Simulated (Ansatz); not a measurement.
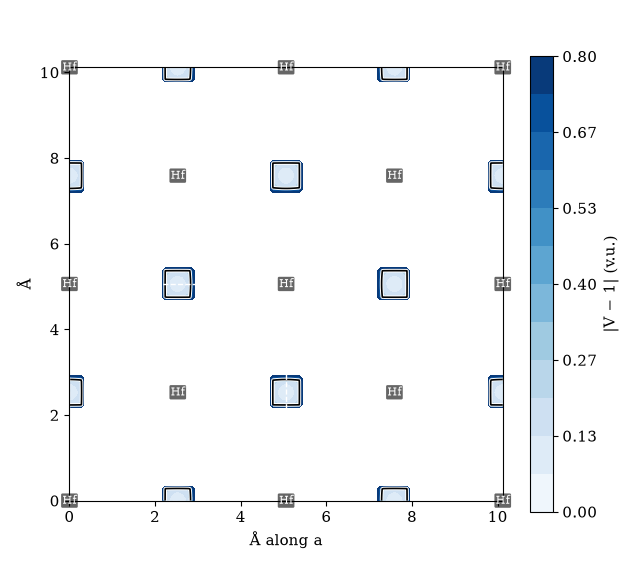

Bond-valence mismatch |V − 1| for Li+ in HfO2 in space group Fm-3m on the section y = 0.000 (parallel to a and c; the dashed line is one cell); the black line is the 0.4 v.u. contour, and values above the scale's top are cut off.

At each point the valence sum V of a Li+ ion is computed from the anions within 5 Å (s = exp((R0 − d)/b), R0 fitted to published crystal structures with b = 0.37 Å; R0: Li+–O 1.449 Å). Points too close to the other cations are excluded (2.2 Å from Hf). Li+ is a guest here, not part of the formula. This is an empirical screen for pathways, not an energy calculation.

The cell is taken from the geometry relaxed with DFT r2SCAN, scalar-relativistic, plane waves, PAW (Ansatz 0.2.0).

```
Hf O
1.0
     5.05832    0.00000    0.00000
     0.00000    5.05832    0.00000
     0.00000    0.00000    5.05832
Hf O
4 8
Direct
  0.00000 0.00000 0.00000
  0.00000 0.50000 0.50000
  0.50000 0.00000 0.50000
  0.50000 0.50000 0.00000
  0.25000 0.75000 0.75000
  0.25000 0.25000 0.75000
  0.25000 0.25000 0.25000
  0.25000 0.75000 0.25000
  0.75000 0.75000 0.25000
  0.75000 0.25000 0.25000
  0.75000 0.25000 0.75000
  0.75000 0.75000 0.75000
```

Question: In the whole crystal, how are the regions below 0.4 v.u. connected?

Answer: No path at this level: the regions are isolated pockets that do not connect across cells.

Question: At which mismatch do paths open?

Answer: No path opens below 0.7 v.u. These are grid estimates, good to about 0.1 v.u.
